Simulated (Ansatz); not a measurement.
```xyz
11

Ga    0.1597    0.6685   -0.5428
O    -0.3151   -0.0034    2.3146
H    -1.0314   -0.1374    1.6730
N     1.6990    0.0449   -1.2378
H     1.8216   -0.9520   -1.3824
H     2.5640    0.4740   -0.9267
N    -1.5115   -0.0648   -0.4667
H    -1.7081   -0.9085   -0.9986
H    -2.2924    0.5834   -0.5454
Br    0.1557    2.8678    0.3982
H    -0.2698    0.9795    2.3554
```

Not at a stationary point (largest force 1.1 eV/Å).

Computed with RKS PBE0-D4/def2-SVP (Ansatz 0.2.0).

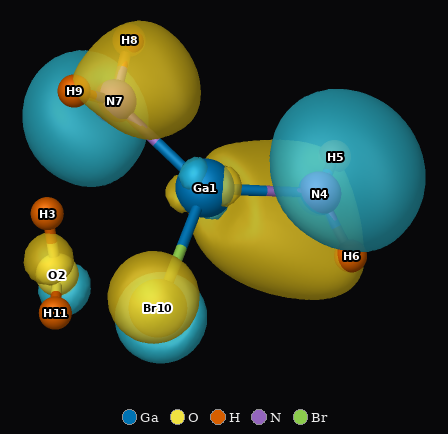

BrGaH₄N₂···H₂O. The HOMO at ±0.08 Å⁻³ᐟ² (yellow and cyan are the two phases), seen across its widest extent.

> What is the character of this orbital?

It lies mainly on N4 (about 55 %), N7 (about 20 %) and Ga1 (about 10 %). Its energy is −7.62 eV.
